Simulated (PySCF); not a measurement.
```yaml
atoms:
  - { symbol: C, position_ang: [3.0722, 0.6216, -0.3774] }
  - { symbol: N, position_ang: [2.1735, -0.0855, -0.4470] }
  - { symbol: Al, position_ang: [0.3685, -0.9196, -0.7619] }
  - { symbol: Cl, position_ang: [0.5274, -1.1795, -2.7808] }
  - { symbol: C, position_ang: [-2.2816, -0.4123, 0.5515] }
  - { symbol: N, position_ang: [-1.3911, -0.1122, -0.3064] }
  - { symbol: C, position_ang: [-0.4604, 0.9183, -0.1442] }
  - { symbol: H, position_ang: [3.8889, 1.2895, -0.3004] }
  - { symbol: H, position_ang: [0.4766, -2.1039, 0.1944] }
  - { symbol: H, position_ang: [-2.8691, -1.3051, 0.4141] }
  - { symbol: H, position_ang: [-2.4958, 0.2198, 1.4098] }
  - { symbol: H, position_ang: [-0.6141, 1.5564, 0.7296] }
  - { symbol: H, position_ang: [-0.3992, 1.5131, -1.0602] }
```

Geometry: GFN2-xTB.

Theory: PySCF, PBE0/pcSseg-1, SCF density, gas phase, non-relativistic.

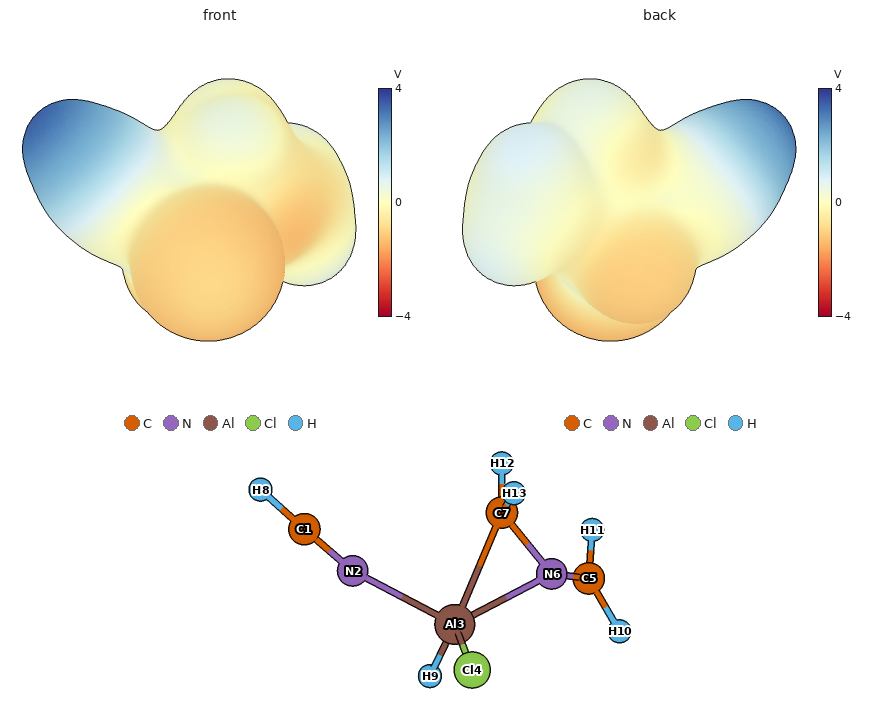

C$_{3}$H$_{6}$AlClN$_{2}$. The electrostatic potential painted on the density surface at 0.002 e/bohr³, seen from the front and from behind; red is negative and blue positive. The bare structure is drawn below in the same view.

Where is the surface potential most negative and most positive?

The most negative region (about −1.3 V) lies over Cl4 and N6, the most positive (about +3.3 V) over H8.

What dipole moment does the calculation give?

Its dipole moment is 6.09 D.
